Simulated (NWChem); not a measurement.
# C2H6BCl (BMe2Cl): PW86PBE/pc-0

What is the vertical electron affinity of C2H6BCl (BMe2Cl) at PW86PBE/pc-0? 

The calculation is run with NWChem 7.3.0.

6 further runs of the same task are left out: 2 that didn't finish, 4 set aside as unsound or not needed.

## Step 1: The system as given

C2H6BCl: 10 atoms, total charge 0, spin state singlet. As SMILES, `CB(C)Cl`. Geometry: relaxed at GFN2-xTB.

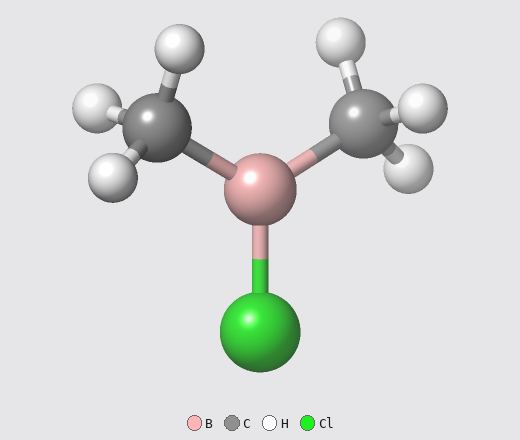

The structure, seen from a chosen angle (boron pink, carbon grey, hydrogen white, chlorine green).

## Step 2: The energy at PW86PBE/pc-0

File c2h6bcl.nw:

```
start c2h6bcl
memory stack 880 mb heap 220 mb global 1100 mb

geometry units angstrom noautoz
  B     -0.284400    -0.486280    -0.000370
  C      1.294970    -0.519800    -0.005380
  H      1.658200    -0.498920     1.023510
  H      1.729820     0.346200    -0.499850
  H      1.705840    -1.418800    -0.459920
  C     -1.088770     0.873780     0.005240
  H     -1.233880     1.209980    -1.022630
  H     -0.553640     1.671690     0.515280
  H     -2.079770     0.787690     0.445400
  Cl    -1.148370    -1.965540    -0.001280
end

basis "ao basis" spherical bse
  B library pc-0
  C library pc-0
  H library pc-0
  Cl library pc-0
end

dft
  xc xperdew86 cpbe96
  grid coarse
  mulliken
  print low
end

task dft energy
```

On the command line:

```bash
$ nwchem c2h6bcl.nw > c2h6bcl.out
```

Output:

```text
[...]
 d= 0,ls=0.0,diis     1   -564.5742172482 -7.06D+02  2.06D-02  1.50D+00     0.3
[...]
 d= 0,ls=0.0,diis     9   -564.6345457197 -2.61D-07  4.13D-06  3.59D-08     1.9
         Total DFT energy =     -564.634545719709
      One electron energy =    -1054.112509363368
           Coulomb energy =      393.735374348580
    Exchange-Corr. energy =      -45.512719787844
 Nuclear repulsion energy =      141.255309082924
[...]
      Total Density - Mulliken Population Analysis
     ---------------------------------------------
    Atom       Charge   Shell Charges
 -----------   ------   -------------------------------------------------------
    1 B    5     4.66   0.61  1.37  1.10  1.16  0.42
    2 C    6     6.74   0.55  1.43  1.36  1.56  1.84
    3 H    1     0.79   0.56  0.23
    4 H    1     0.81   0.57  0.24
    5 H    1     0.80   0.57  0.23
    6 C    6     6.74   0.55  1.43  1.36  1.56  1.84
    7 H    1     0.79   0.56  0.23
    8 H    1     0.81   0.57  0.24
    9 H    1     0.80   0.57  0.23
   10 Cl  17    17.05   2.42 -0.39  1.96  1.85  5.90  2.27  3.04
[...]
```

Run time: 2.4 s. Hardware: 1 thread of AMD EPYC 9R45 (Zen 5), shared host; peak memory 0.11 GiB.

## Step 3: The doublet anion, same level

File run.py:

```python
from ase import Atoms
from ase.calculators.nwchem import NWChem

system = Atoms('BCHHHCHHHCl', positions=[
    [-0.284400, -0.486280, -0.000370],
    [1.294970, -0.519800, -0.005380],
    [1.658200, -0.498920, 1.023510],
    [1.729820, 0.346200, -0.499850],
    [1.705840, -1.418800, -0.459920],
    [-1.088770, 0.873780, 0.005240],
    [-1.233880, 1.209980, -1.022630],
    [-0.553640, 1.671690, 0.515280],
    [-2.079770, 0.787690, 0.445400],
    [-1.148370, -1.965540, -0.001280],
])

calc = NWChem(
    label='mol',
    theory='dft',
    memory='2200 mb',
    basis='pc-0',
    basispar='spherical bse',
    charge=-1,
    dft={'xc': 'xperdew86 cpbe96', 'mult': '2', 'grid': 'coarse', 'iterations': '150', 'mulliken': None},
    task='energy',
)
system.calc = calc

e = system.get_potential_energy()
print(f"E = {e:.6f} eV")
```

On the command line:

```bash
$ export ASE_NWCHEM_COMMAND="nwchem PREFIX.nwi > PREFIX.nwo"
$ python run.py
```

Output:

```text
E = -15363.050744 eV
```

The calculator wrote mol.nwi:

```
title "mol"

permanent_dir mol

scratch_dir mol

start mol

geometry units angstrom nocenter noautosym noautoz
  B  -2.8439999999999999e-01 -4.8627999999999999e-01 -3.6999999999999999e-04
  C  1.2949700000000000e+00 -5.1980000000000004e-01 -5.3800000000000002e-03
  H  1.6581999999999999e+00 -4.9891999999999997e-01 1.0235099999999999e+00
  H  1.7298199999999999e+00 3.4620000000000001e-01 -4.9985000000000002e-01
  H  1.7058400000000000e+00 -1.4188000000000001e+00 -4.5992000000000000e-01
  C  -1.0887700000000000e+00 8.7378000000000000e-01 5.2399999999999999e-03
  H  -1.2338800000000001e+00 1.2099800000000001e+00 -1.0226299999999999e+00
  H  -5.5364000000000002e-01 1.6716899999999999e+00 5.1527999999999996e-01
  H  -2.0797699999999999e+00 7.8769000000000000e-01 4.4540000000000002e-01
  Cl -1.1483699999999999e+00 -1.9655400000000001e+00 -1.2800000000000001e-03
end

charge -1

memory 2200 mb

basis spherical bse noprint
   * library pc-0
end

dft
  xc xperdew86 cpbe96
  mult 2
  grid coarse
  iterations 150
  mulliken
end

task dft energy
```

mol.nwo:

```text
Northwest Computational Chemistry Package (NWChem) 7.3.0
             --------------------------------------------------------

           Job information
           ---------------

    nwchem branch   = 7.3.0
    use scalapack   = T
    input           = mol.nwi
    prefix          = mol.
    data base       = mol/mol.db
    status          = startup
    nproc           =        1

           Memory information
           ------------------

    heap     =     72089598 doubles =      550.0 Mbytes
    stack    =     72089595 doubles =      550.0 Mbytes
    global   =    144179200 doubles =     1100.0 Mbytes (distinct from heap & stack)
    total    =    288358393 doubles =     2200.0 Mbytes
    verify   = yes
    hardfail = no

           Directory information
           ---------------------

  0 permanent = mol
  0 scratch   = mol

[... 32 lines left out ...]
            Nuclear Dipole moment (a.u.)
[... 87 lines left out ...]
          Convergence on gradient requested:  5.00D-04
[... 24 lines left out ...]
          Convergence aids based upon iterative change in
[... 30 lines left out ...]
 1-e energy   =   -1077.506354
[... 54 lines left out ...]
         Total DFT energy =     -564.581705990414
[... 2 lines left out ...]
    Exchange-Corr. energy =      -45.836682079698
[... 379 lines left out ...]
                     DFT Final Beta Molecular Orbital Analysis
[... 443 lines left out ...]
   alpha     51     52
    beta     51     52
 overlap   1.000  1.000

     --------------------------
     Expectation value of S2:
     --------------------------
      <S2> =      0.7527 (Exact =     0.7500)

 center of mass
 --------------
 x =  -0.98376614 y =  -1.68339518 z =  -0.00121075

 moments of inertia (a.u.)
 ------------------
         357.589243790392         -67.654696437840           0.092552730940
         -67.654696437840         281.098439404227          -0.279717974928
           0.092552730940          -0.279717974928         616.954607252941

     Multipole analysis of the density
     ---------------------------------

     L   x y z        total         alpha         beta         nuclear
     -   - - -        -----         -----         ----         -------
     0   0 0 0     -1.000000    -21.000000    -20.000000     40.000000

     1   1 0 0      0.814739     18.117285     17.620574    -34.923119
[... 8 lines of this table left out ...]
     2   0 0 2    -28.437648    -21.552307    -17.666323     10.780982

 Task  times  cpu:        2.4s     wall:        2.4s
 Total times  cpu:        2.4s     wall:        2.4s
```

Run time: 3.3 s. Hardware: 1 thread of AMD EPYC 9R45 (Zen 5), shared host; peak memory 0.11 GiB.

## Step 4: Results

At PW86PBE/pc-0:

```
                                         quantity          value
                    singlet C2H6BCl: total energy  -564.63455 Eh
                      doublet anion: total energy  -564.58171 Eh
doublet anion: HOMO energy (highest over α and β)        4.66 eV
 doublet anion: LUMO energy (lowest over α and β)        6.27 eV
                              doublet anion: ⟨S²⟩          0.753
vertical electron affinity (to the doublet anion)      -1.438 eV
```

In words: The anion lies 1.44 eV (33 kcal/mol) above the neutral: the electron isn't bound at this level, and such a value depends on the basis. Without diffuse functions anions come out too high. Mulliken charges (singlet C2H6BCl) run from -0.74 on C2 to +0.34 on B1; they depend strongly on the basis. The HOMO (doublet anion) lies at positive energy, 4.66 eV, as semi-local functionals often give for anions; only total energies tell whether the electron is bound.
